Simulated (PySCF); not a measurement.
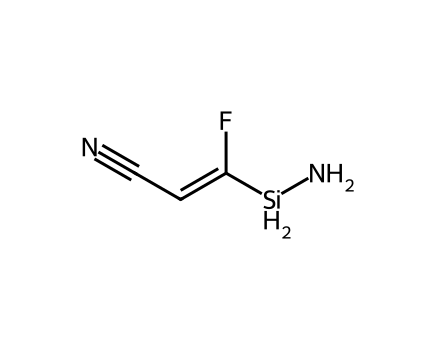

The computed structure is the end point of a GFN2-xTB optimisation. No frequency run is at hand to confirm it as a minimum. Level of theory: CAM-B3LYP/def2-SVPD, gas phase (PySCF 2.14.0). Excitations: vertical, linear response.

What does the calculation give?

The species is C₃H₅FN₂Si (`N#C/C=C(\F)[SiH2]N`).
- dipole moment: 6.13 D
- HOMO energy (Kohn–Sham orbital): −9.42 eV
- LUMO energy (Kohn–Sham orbital): −0.75 eV
- HOMO–LUMO gap: 8.67 eV
- mean static polarisability: 76.2 bohr³
- lowest vertical singlet excitation: 5.96 eV
- its oscillator strength: 0.231

The geometry is semi-empirical. Around Si such bond lengths and angles can be off by a tenth of an ångström or more and by several degrees, and values that hang on the shape move with them.
